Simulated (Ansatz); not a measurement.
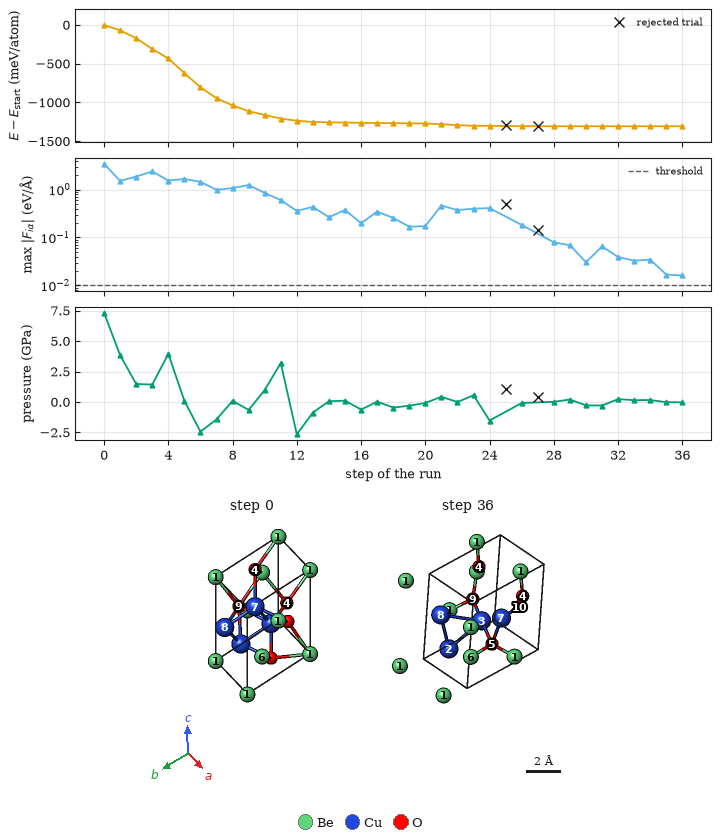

First and last geometry of a relaxation of a crystal of BeCu$_{2}$O$_{2}$ (built on the BaCu2S2-139 type type), with the history of the run. Style: ball-and-stick. Shown: the cell of the calculation, reduced to other axes, from a free direction. Lengths and directions refer to the drawn axes.

Case: shaken.

Level of theory: Ansatz, DFT, PBEsol, plane waves, PAW. (plane-wave cutoff 420 eV; k-point mesh 6 × 6 × 6; occupations fermi dirac; smearing width 0.05 eV; no spin polarisation; cell and atoms relaxed; force threshold 0.01 eV/Å; at most 120 steps)

Q: Read the history and describe the run.

A: The run was cut off at its time limit before the relaxation converged, so the last structure is only a point on the way. After 34 accepted moves (36 points after the start) the energy has fallen by 1306 meV per atom. Largest force component: 3.4 eV/Å at the start, 0.016 eV/Å at the end. The pressure goes from 7.32 to −0.03 GPa. The line search rejected the trial steps at points 25, 27 of the run. Cu7 moves most relative to the cell: 2.25 Å roughly along [0 −1 −1]. Largest moves by element: Cu 2.25 Å, Be 1.53 Å, O 1.35 Å. The volume changes by −3.6 %, with a 4.280 → 4.305 Å (+0.6 %), b 4.440 → 4.761 Å (+7.2 %), c 5.748 → 5.778 Å (+0.5 %), α 112.6° → 118.2°, β 90.0° → 88.5°, γ 90.1° → 109.5°. Among the contacts that change: Cu7–O9 5.003 → 1.931 Å, Be1–O9 2.428 → 4.798 Å, Cu7–O9 (another image) 2.225 → 4.417 Å, Cu3–Cu7 2.089 → 4.073 Å. New bonds form, among them: Cu7–O9 (another periodic image) (5.00 → 1.93 Å), O5–Cu7 (another periodic image) (3.61 → 2.18 Å). Bonds break, among them: Cu2–O5 (2.00 → 3.15 Å), Cu7–O9 (2.23 → 4.42 Å), O5–Cu7 (2.12 → 3.48 Å), O5–Cu8 (2.01 → 3.24 Å). Bond angles that change, for instance: Cu3–Cu2–Cu8 92.2° → 162.1°, Cu8–Cu2–Cu8 173.2° → 114.0°, Cu3–Cu2–O4 59.4° → 116.9°. The space group stays P1 (No. 1).
